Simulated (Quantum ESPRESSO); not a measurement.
Consider KZnF3 (Pm-3m).

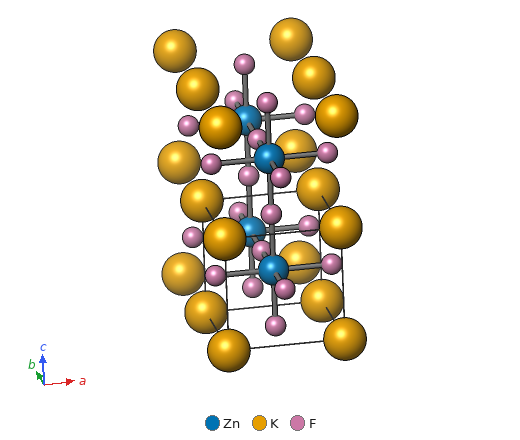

The structure (zinc blue, potassium orange, fluorine pink). 1×2×2 cells are drawn. Some periodic images of atoms are drawn too.

```
CELL_PARAMETERS angstrom
4.05000 0.00000 0.00000
0.00000 4.05000 0.00000
0.00000 0.00000 4.05000
ATOMIC_POSITIONS crystal
Zn 0.50000 0.50000 0.50000
K 0.00000 0.00000 0.00000
F 0.50000 0.00000 0.50000
F 0.00000 0.50000 0.50000
F 0.50000 0.50000 0.00000
```

Absorber: atom 2, with 12 F at 2.86 Å (cuboctahedral, site symmetry m-3m). Method: Quantum ESPRESSO XSpectra, PBE, full core hole (charged cell), 10-atom cell with 5.7 Å between holes, 6×6×6 k points, dipole transitions, Lorentzian half width 0.37 eV up to 4 eV, rising linearly to 2.5 eV at 25 eV (counted from xe0, 1.7 eV below the zero used here).

Q: What does the K K edge look like?

Main maxima up to 30 eV above the zero (height): 6.7 eV (1.79) and 10.0 eV (2.01). A K edge sees empty p states on the absorber. The total-energy difference plus the lowest empty eigenvalue puts the zero at 3623.54 eV. One term is added: -19.86 eV, since the hole is spin-paired here and a spin-polarised one costs that much less in the free atom (computed apart). The photon energy is then 3603.68 eV. The tabulated edge of the element is 3608.4 eV. The functional and the charged cell's background leave an error of a few eV in such absolute values.

The K K spectrum (energy from the lowest empty level; intensity scaled to a mean of 1 over the first 20 eV; the points at xe0, where the cut of filled states can leave a spike, are interpolated):

```tsv
E (eV)	intensity
-2.0	0.03
-0.5	0.04
1.0	0.10
2.5	0.33
4.0	0.42
5.5	1.10
7.0	1.77
8.5	1.75
10.0	2.01
11.5	1.61
13.0	1.14
14.5	0.73
16.0	0.68
17.5	0.77
19.0	0.81
20.5	0.80
22.0	0.84
23.5	0.89
25.0	0.91
26.5	0.88
28.0	0.87
29.5	0.97
31.0	1.20
```

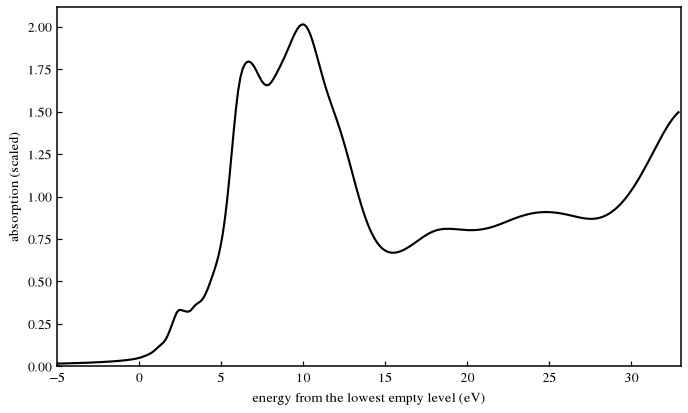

The K K edge.

The holes are only 5.7 Å apart, so the shape is probably not converged with cell size; no larger cell was run here. The structure is a published determination, not relaxed.

[Banner, clock and machine lines of the logs are left out without a mark of their own.]

[Logs are printed without paths, hosts, clocks, repeated set-up lines and the standing remarks that a program may print on its own settings, such as how far it seeks lower states.]

[Hosts, paths, dates, database ids (printed as entryN), source tags and the programs' standing remarks are cut or masked in the printed files.]

[Lists of maxima count a maximum above −3 eV only where it reaches 4 % of the highest in the window and stands out from its surroundings by 2 % of it (1.5 % where it reaches 55 %); shoulders and weaker maxima are passed over, and of the rest the first, up to two pre-edge ones and the few strongest are named.]
